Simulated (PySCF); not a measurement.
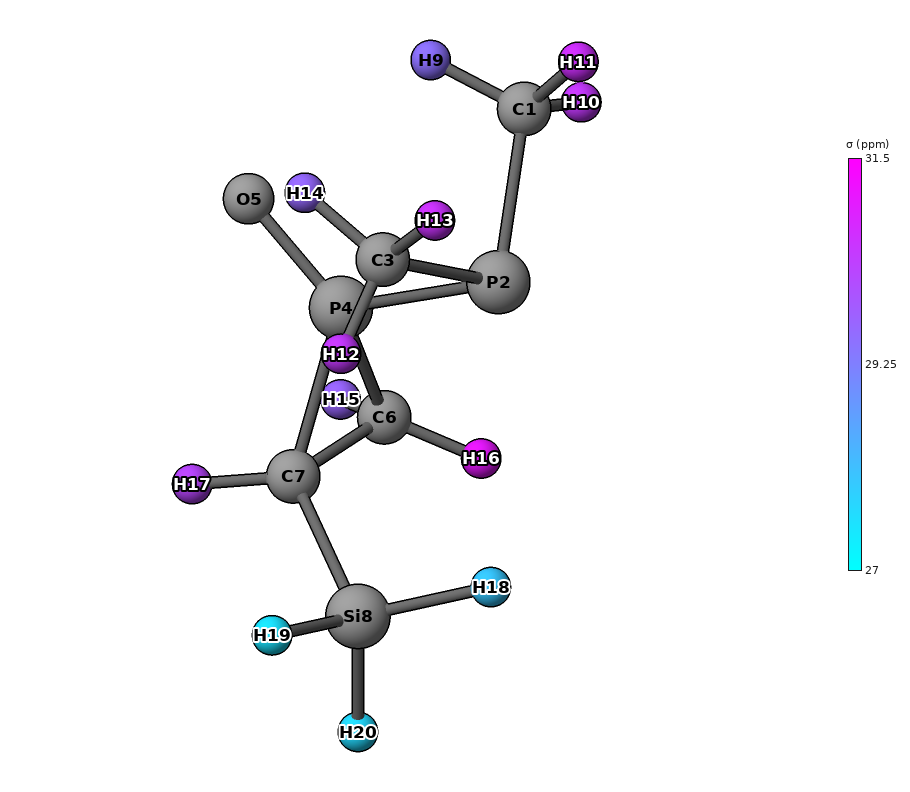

Atoms are coloured by their isotropic NMR shieldings (H only, the others grey). The geometry was computed by an optimisation with GFN2-xTB. No frequency run is at hand to confirm it as a minimum. Level of theory: GIAO PBE0/pcSseg-1 NMR shielding, non-relativistic, gas phase (PySCF 2.14.0).

List the isotropic NMR shieldings of the H atoms.

```
atom  σ (ppm)
  H9    29.50
 H10    30.47
 H11    30.64
 H12    30.46
 H13    30.57
 H14    29.65
 H15    29.69
 H16    31.07
 H17    30.26
 H18    27.99
 H19    27.49
 H20    27.66
```

The geometry is semi-empirical. Around P, Si such bond lengths and angles can be off by a tenth of an ångström or more and by several degrees, and values that hang on the shape move with them.
